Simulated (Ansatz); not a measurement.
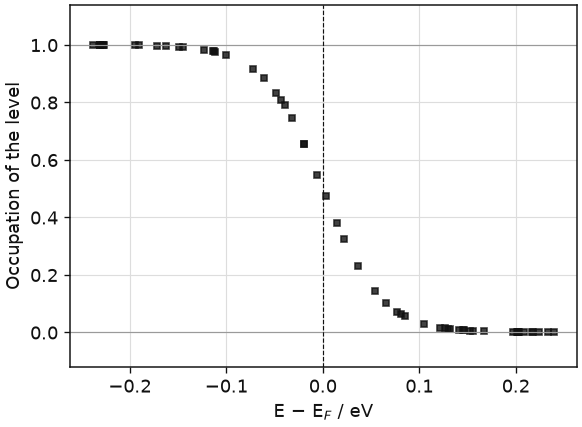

Occupations of the one-electron levels of the k mesh against their energy, from a run on Mg2GeSe3, space group Immm (No. 71), 6 atoms in the cell, Ca2CuO3-71 type type, with Ansatz.

**Which smearing scheme was used (Fermi-Dirac, Gaussian, Methfessel-Paxton or cold), and about what width?**

Fermi-Dirac smearing with a width of 0.03 eV. The occupations stay between 0 and 1 and have long exponential tails; the slope at the Fermi level is 1/(4 × width).
